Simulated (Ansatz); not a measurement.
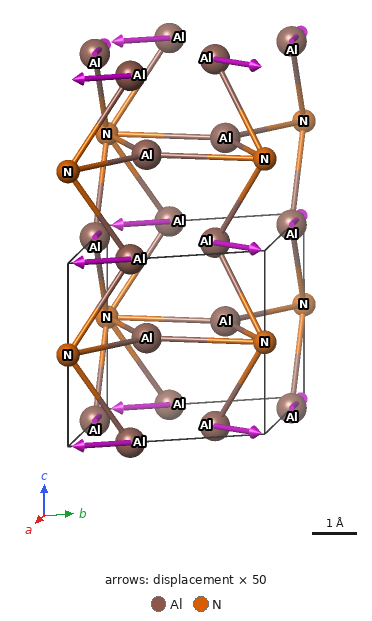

A relaxation of solid Al$_{5}$N (a generated structure, set up in P-62m). The starting structure is drawn; purple arrows show the displacements (the part carried along by the change of the cell is left out), magnified 50 times.

The picture is a ball-and-stick view of the cell of the calculation, repeated 1 × 1 × 2 with one cell outlined, seen slightly off an axis.

Level of theory: Ansatz 0.2.0, DFT PBE, scalar-relativistic, plane waves, PAW. Set-up: plane-wave cutoff 420 eV; k-point mesh 12 × 12 × 10; occupations gaussian; smearing width 0.1 eV; no spin polarisation; cell and atoms relaxed; force threshold 0.01 eV/Å; at most 80 steps.

What did the optimiser do to the structure, and how much energy did it gain?

Answer. The largest moves relative to the cell, 0.029 Å, are those of Al atoms. N stays in place. Cell: a = b 4.844 → 4.963 Å (+2.5 %), c 4.340 → 4.178 Å (−3.7 %). Volume +1.0 %. Among the contacts that change: Al–N 2.797 → 2.865 Å, Al–N 2.656 → 2.595 Å. The space group stays P-62m (No. 189). The energy falls by 1.9 meV per atom in 8 accepted moves (10 points after the start). Largest force component: 0.032 eV/Å at the start, 0.0017 eV/Å at the end. The pressure goes from 0.04 to −0.02 GPa. At 2 points the geometry stayed and the basis and grid were re-selected for the new cell (energy shift of 0.3 meV per atom at most each time). The run took 3.8 min on 1 thread of Intel(R) Xeon(R) Processor @ 2.70GHz, on a shared host, peak memory 0.47 GiB.
